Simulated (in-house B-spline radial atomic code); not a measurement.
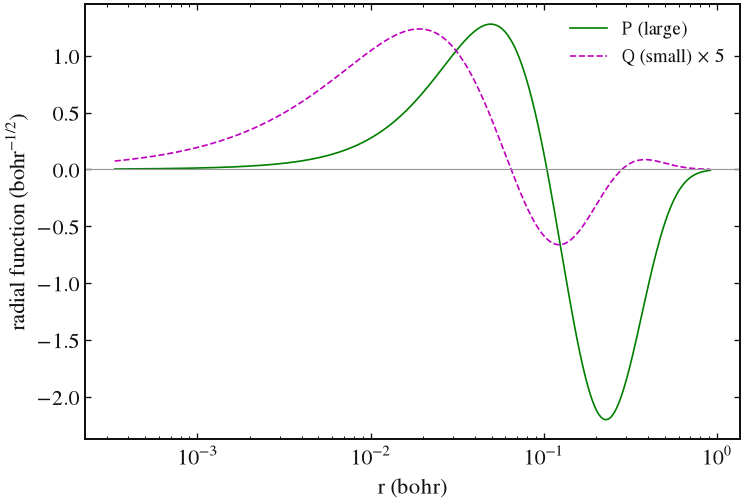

System: the neodymium ion Nd³²⁺, configuration [Ar] 3d10. Level of theory: Dirac-Hartree-Fock, average of configuration, Fermi nucleus, basis-set limit. Computed with an in-house B-spline radial code.

The plot shows the large and small radial components of the 3p1/2 spinor.

Read the plot.

The spinor has κ = 1: the large component has l = 1 and 1 radial node (r = 0.104 bohr), the small one has l = 0. The small component carries 0.34 % of the norm; ⟨r⟩ = 0.250 bohr and the eigenvalue is −2560 eV.
